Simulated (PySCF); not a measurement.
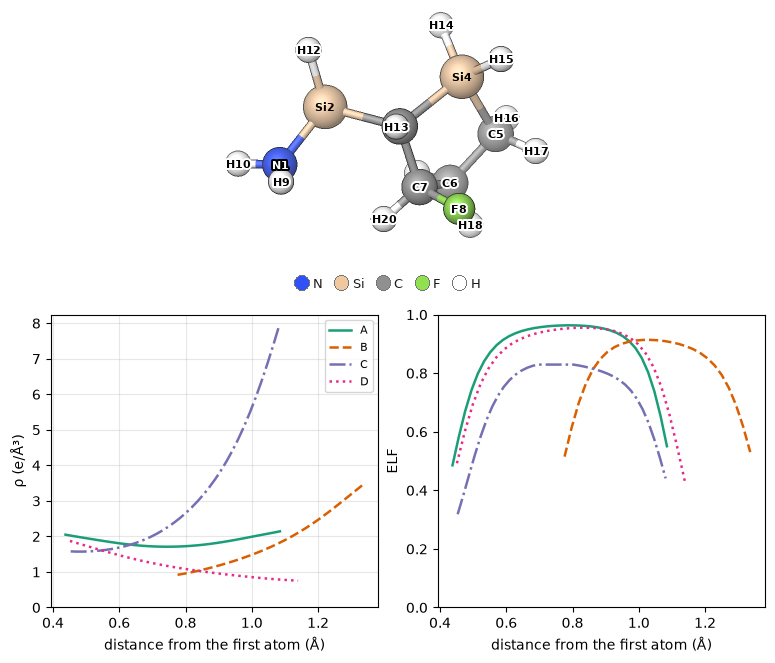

The picture shows: C₄H₁₂FNSi₂. Electron density and ELF along straight lines between neighbouring atoms. The curves leave out the atomic cores. The structure is drawn too.

Geometry: GFN2-xTB.

All numbers below come from PBE0/pcSseg-1, SCF density, gas phase, non-relativistic (PySCF 2.14.0).

```xyz
20

N     2.8168   -0.8971   -0.0065
Si    1.6576   -0.0421    0.9411
C     0.4309    0.7279   -0.2878
Si   -1.1451    1.4540    0.5035
C    -2.2741    0.0604   -0.1351
C    -1.3154   -1.0011   -0.6796
C    -0.1047   -0.2978   -1.2777
F    -0.5077    0.3577   -2.4411
H     3.2019   -0.4504   -0.8240
H     3.5384   -1.4171    0.4654
H     1.0570   -1.0691    1.7948
H     2.1863    1.0488    1.7760
H     0.9676    1.4907   -0.8563
H    -1.0685    1.4997    1.9671
H    -1.5087    2.7712   -0.0252
H    -2.9351   -0.3649    0.6170
H    -2.9056    0.4242   -0.9452
H    -1.7963   -1.6286   -1.4329
H    -0.9583   -1.6427    0.1268
H     0.6579   -1.0130   -1.6087
```

Which curve belongs to which contact (C–C, C–F, C–Si and Si–N)? The first atom named is at distance zero.

Answer. Curve A: C–C (1.52 Å): ρ at the midpoint is about 1.7 e/Å³; the ELF peaks at about 0.95 between the atoms: a shared electron pair. Curve B: Si–N (1.72 Å): ρ is about 1.1 e/Å³ halfway; the ELF peaks at about 0.90 between the atoms; a shared but strongly polarised pair. Curve C: C–F (1.39 Å): ρ at the midpoint is about 2 e/Å³, with its minimum of 1.6 e/Å³ about 0.5 Å from C; the ELF peaks at about 0.85 between the atoms; a shared but strongly polarised pair. Curve D: C–Si (1.90 Å): ρ is about 0.9 e/Å³ halfway; the ELF peaks at about 0.95 between the atoms (localised, covalent bonding).
